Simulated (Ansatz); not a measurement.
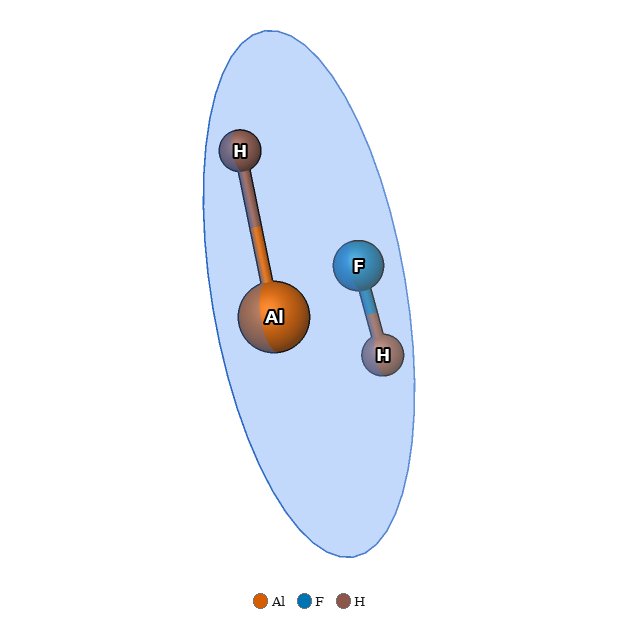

All proper rotation axes (lines) and mirror planes (discs) of the structure are drawn in. Distant atoms are faded towards the background colour. The geometry was computed by an optimisation with PBE0-D4/def2-TZVP.

Q: Name the symmetry elements and the point group.

A: It has 1 mirror plane. Point group Cs. The group has 2 operations. The geometry is achiral, and symmetry allows a dipole moment.
